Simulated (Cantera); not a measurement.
Input: 1 mol CH₃F, 0.014 mol F₂, equilibrated at 10.0 Torr.

These are equilibrium values from Cantera (NASA tables, ideal gas, pure condensed phases), not measurements of a reactor. Candidate condensed phases: C, C₆H₆, C₇H₈, C₈H₁₈; 110 gas species. Ions and electrons are included (thermal ionisation). Kinetics and transport are ignored.

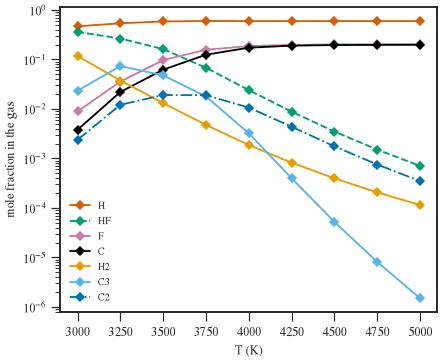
Fig. 1. Equilibrium gas composition (values under 1e-9 drawn at 1e-9)

At 3000 K the condensed part is C(graphite). From 3250 K to 5000 K nothing is condensed. The main C-bearing gas is C₃ at 3000 K and C at 5000 K.
